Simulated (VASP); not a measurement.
Data:

```
MnSi
1.0
    4.42330     0.00000     0.00000
    0.00000     4.42330     0.00000
    0.00000     0.00000     4.42330
Mn Si
4 4
Direct
  0.86232   0.63768   0.36232
  0.36232   0.86232   0.63768
  0.13768   0.13768   0.13768
  0.63768   0.36232   0.86232
  0.15443   0.34557   0.65443
  0.65443   0.15443   0.34557
  0.84557   0.84557   0.84557
  0.34557   0.65443   0.15443
```
Starting moments (μB, in the order of the record's atoms Mn Mn Mn Mn Si Si Si Si): 0.6 0.6 0.6 0.6 0.0 0.0 0.0 0.0.

Calculation: LDA (Ceperley-Alder, Perdew-Zunger), VASP's LDA PAW potentials (set 64) (plane waves; VASP). Run with 400 eV cut-off, 8×8×8 Γ-centred mesh, tetrahedra with Blöchl corrections, potentials Mn_pv Si.

The moments were started parallel, and other spin orders were not tried in this run.

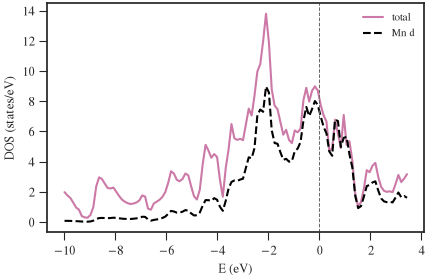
Figure. Total and projected density of states, zero at the Fermi level

Within 2 eV below the Fermi level the largest weight inside VASP's projection spheres is Mn d.

It has no gap at this level: it comes out as a metal or semimetal.

The compound is MnSi in the B20 structure. It was relaxed first, which changed the volume by -9 %.
